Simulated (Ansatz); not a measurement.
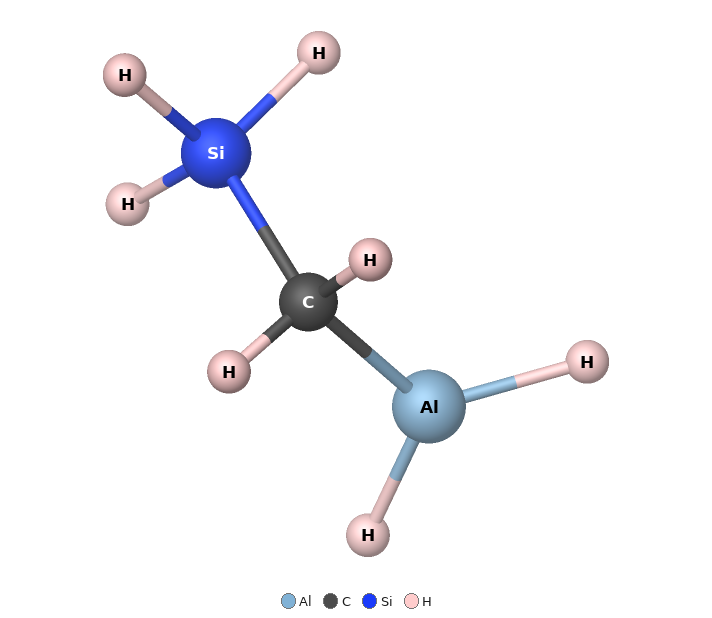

Ball-and-stick drawing of a structure. Every bond is drawn as one stick, whatever its order.

The geometry was computed by an optimisation with PBE0-D4/def2-TZVP.

**Which formula does it have?**

CH₇AlSi, 10 atoms: 1 carbon, 7 hydrogen, 1 aluminium and 1 silicon.

**How many sets of symmetry-equivalent atoms are there?**

7: 1 Al, 1 C, 1 Si, 2 H, 2 H, 2 H, 1 H.

**Give the symmetry (Schoenflies symbol).**

Cs.

More results for the same structure follow; atom numbers are the same in all pictures, views and colours differ.

Electronic properties

Properties computed with RKS revPBE-D4/def2-TZVPP (Ansatz 0.2.0).

What does the calculation give?

- HOMO energy (Kohn–Sham orbital): −6.83 eV
- LUMO energy (Kohn–Sham orbital): −2.14 eV
- HOMO–LUMO gap: 4.69 eV
- dispersion correction: −51.0 kJ/mol

Dipole moment

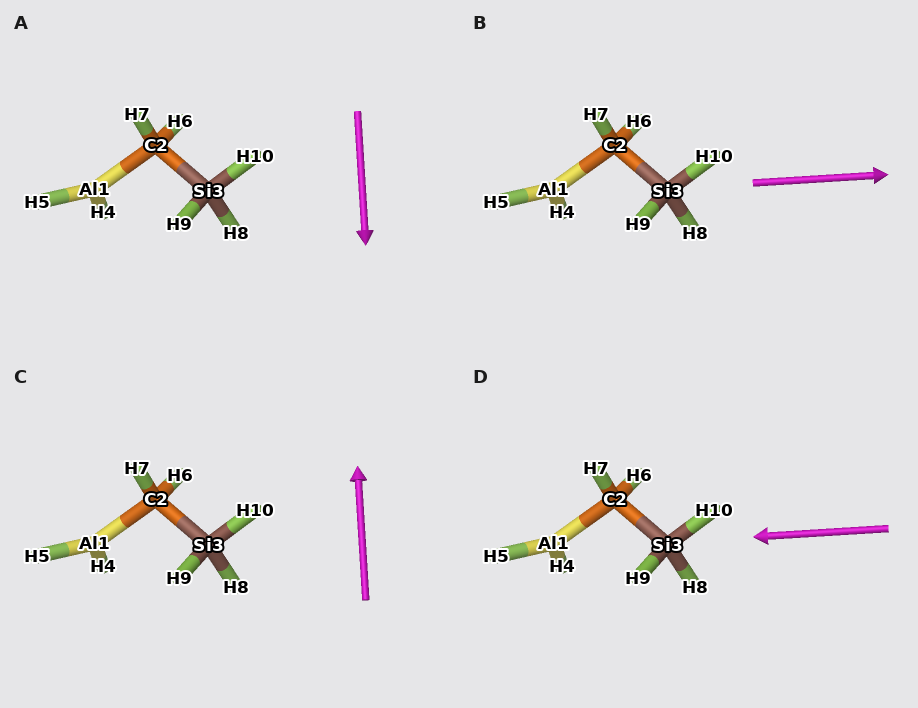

The same molecule four times, each with an arrow. Properties computed with RKS B3LYP-D4/def2-TZVPP (Ansatz 0.2.0).

**Which arrow points along the dipole moment, from the negative to the positive end?**

C. The dipole moment is 1.04 D; it points from the side of H8, H9 to the side of H6, H7 (the outermost atoms at the two ends).

Vibrations

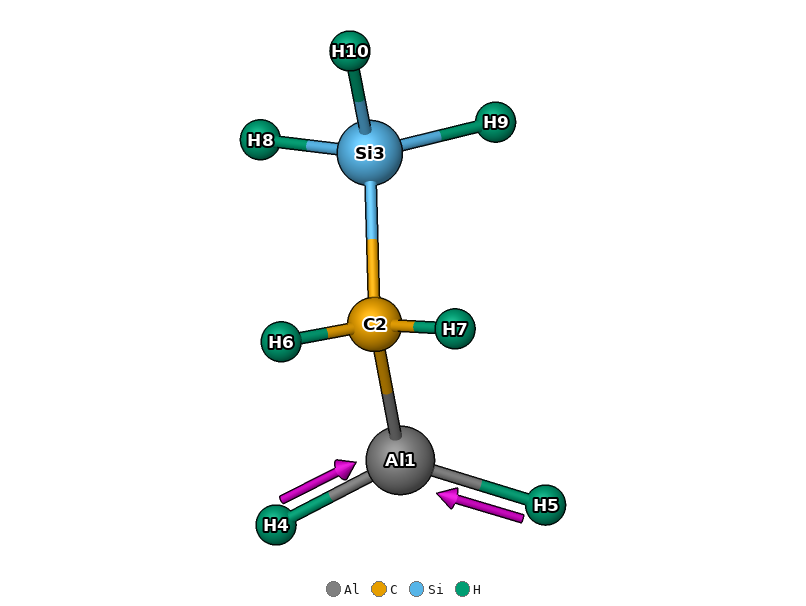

The arrows show one normal mode. Harmonic vibrations computed with RKS PBE0-D4/def2-TZVP (Ansatz 0.2.0) at a stationary point of the same level.

**Describe the motion.**

Mostly in-phase stretching of 2 Al–H bonds.

**At what wavenumber does it lie?**

1919 cm⁻¹; it is mode 18 of 24 counted from the lowest.

Charges

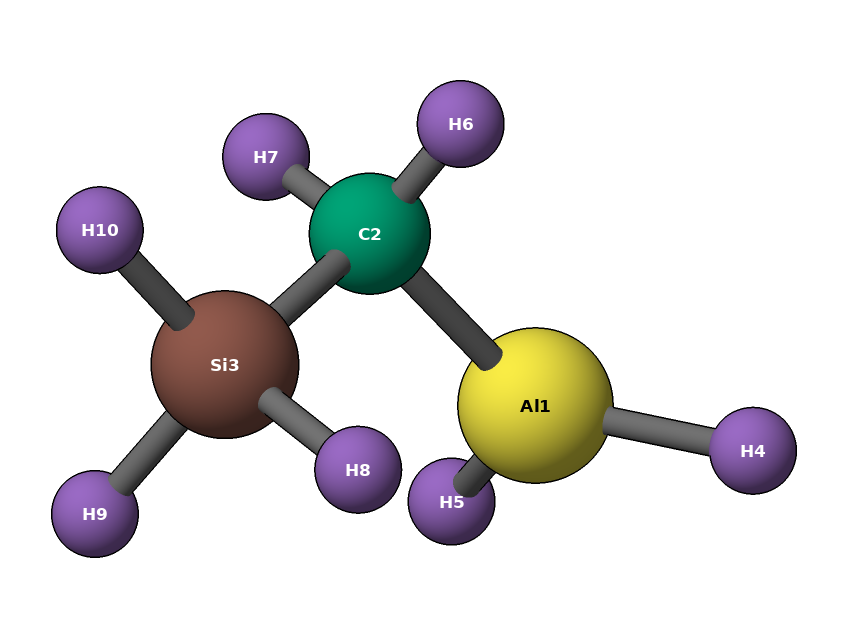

The questions are on Mulliken charges. Level of theory: RKS B3LYP-D4/def2-TZVPP (Ansatz 0.2.0).

Give the Mulliken charges atom by atom.

```csv
atom,value (e)
Al1,0.45
C2,−0.38
Si3,0.23
H4,−0.14
H5,−0.14
H6,0.10
H7,0.10
H8,−0.07
H9,−0.07
H10,−0.07
```

Mulliken values depend strongly on the basis set and can even reverse the polarity of a bond.
